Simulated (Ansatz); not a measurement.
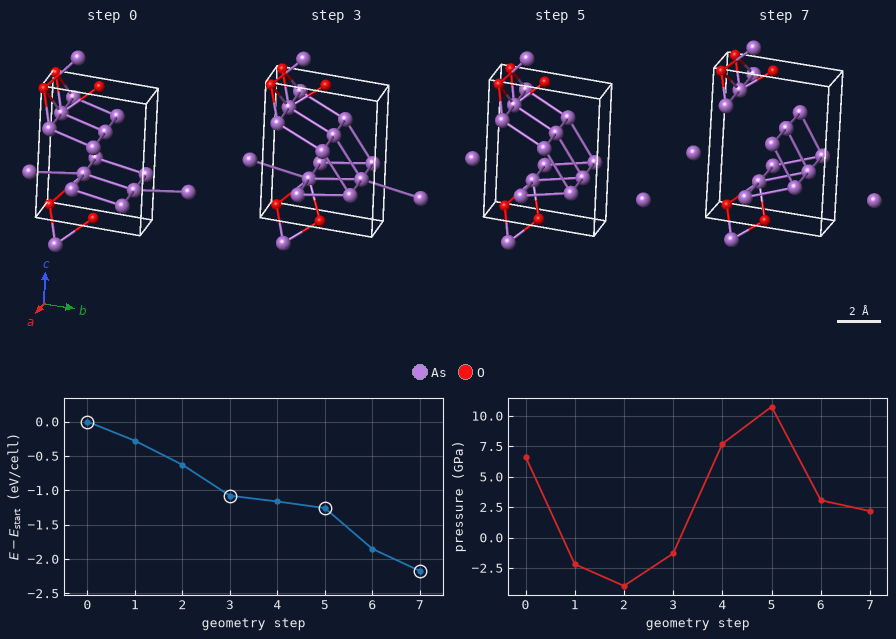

Frames of a relaxation of solid As2O (built on the cadmium chloride_166 type) (coarse preliminary run), marked on the history of the run. Style: ball-and-stick. Shown: the cell of the calculation, slightly off an axis.

Method: DFT PBE, scalar-relativistic, plane waves, PAW (Ansatz).

Input
```yaml
crystal:
  lattice:
    - [1.4526007626, 2.4910053209, -0.0088579037]
    - [-4.3454999492, 2.4839025625, 0.0296063997]
    - [-0.0406312452, -1.6577301918, 5.9227536906]
  atoms:
    - { symbol: As, position: [0.1629101139, 0.3516658307, 0.2800840418] }
    - { symbol: As, position: [0.5749899402, 0.8792329853, 0.2780006621] }
    - { symbol: As, position: [0.4276775039, 0.1401508496, 0.7434456806] }
    - { symbol: As, position: [0.8570611589, 0.6104672106, 0.7166831402] }
    - { symbol: O, position: [-0.0372366548, 0.0202795641, -0.0225312518] }
    - { symbol: O, position: [0.514597938, 0.4982035597, 1.0043177271] }
basis:
  ecutwfc: 420
kpoints:
  mp_grid: { grid: [8, 6, 8] }
hamiltonian:
  xc: pbe
scf:
  occupations: { method: gaussian, width: 0.1 }
output:
  forces: true
  stress: true
  eigenvalues: true
relax:
  adjacent_minimum: "off"
  f_tol: 0.015
  max_steps: 120
  cell: { stress_tol: 0.15 }
```

Run as
```bash
ansatz run input.yaml --threads 1 --pin off --max-ram 2560MiB --backend cpu --events-out ev --progress --plain --runs-dir out
```

Describe the path.

The run was cut off at its time limit before the relaxation converged, so the last structure is only a point on the way. The energy falls by 2.174 eV per cell of the calculation in 7 geometry steps. The largest force component goes from 0.96 to 0.77 eV/Å. The pressure goes from 6.66 to 2.17 GPa. As2 moves most relative to the cell: 0.72 Å along [0 −2 3]. By element the largest moves are As 0.72 Å, O 0.26 Å. The drawn cell changes as follows: a 2.884 → 2.795 Å (−3.1 %), b 5.005 → 5.477 Å (+9.4 %), c 6.151 → 7.002 Å (+13.8 %), α 97.0° → 95.8°, β 103.8° → 103.0°, γ 90.5° → 94.5°; the volume changes by +20.9 %. Some distances before and after: As1–As3 3.088 → 4.391 Å, As1–As2 2.895 → 3.851 Å, As2–O5 2.542 → 3.471 Å, As2–O5 (another image) 2.411 → 3.268 Å. New bonds form: As1–O6 (2.36 → 1.91 Å), As2–As4 (3.10 → 2.38 Å). Bond angles that change, for instance: As2–As1–O5 125.9° → 157.6°, As1–As1–As2 66.1° → 82.2°, As1–As1–As2 113.9° → 97.8°. The space group stays P1 (No. 1). The run took 12 min on 1 thread of Arm Neoverse V2, with other jobs on the host, peak memory 0.73 GiB. From step 0 to 3: As2 moves most (0.53 Å), volume +12.6 %, energy −1.078 eV per cell of the calculation. From step 3 to 5: O atoms move most (0.21 Å), volume −3.5 %, energy −0.180 eV per cell of the calculation. From step 5 to 7: As atoms move most (0.29 Å), volume +11.3 %, energy −0.915 eV per cell of the calculation.

| step | E − E(0), meV/atom | largest force component, eV/Å | pressure, GPa | volume, Å³/atom |
| --- | --- | --- | --- | --- |
| 0 | 0.00 | 0.9634 | 6.66 | 14.248 |
| 1 | -46.38 | 1.0836 | -2.19 | 15.530 |
| 2 | -104.72 | 1.2879 | -3.97 | 15.908 |
| 3 | -179.73 | 1.4753 | -1.31 | 16.040 |
| 4 | -193.72 | 2.8672 | 7.71 | 16.500 |
| 5 | -209.74 | 1.8774 | 10.75 | 15.482 |
| 6 | -308.65 | 0.4837 | 3.06 | 16.755 |
| 7 | -362.28 | 0.7692 | 2.17 | 17.225 |
